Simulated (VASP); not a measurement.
Band structure of BaS (rock salt). Level of theory: TPSS meta-GGA, VASP's PBE PAW potentials (set 64) (plane waves; VASP 6.6.1).

Unless said otherwise, spin-orbit coupling is left out, though it shifts the bands of the heavy elements here.

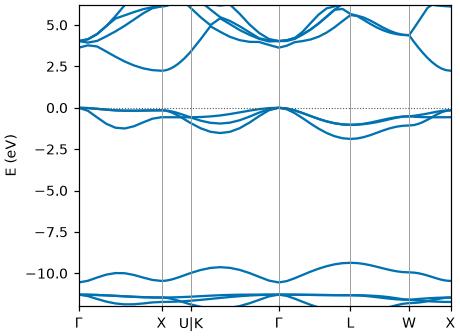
Figure. Bands along high-symmetry lines, zero at the valence-band maximum or, without a gap, the Fermi level

Q: Read the plot: is there a gap, and where are the band edges?

A: The gap is indirect, 2.24 eV, from the valence maximum at Γ to the conduction minimum at X.

The compound is BaS in the rock salt structure. It was relaxed first.
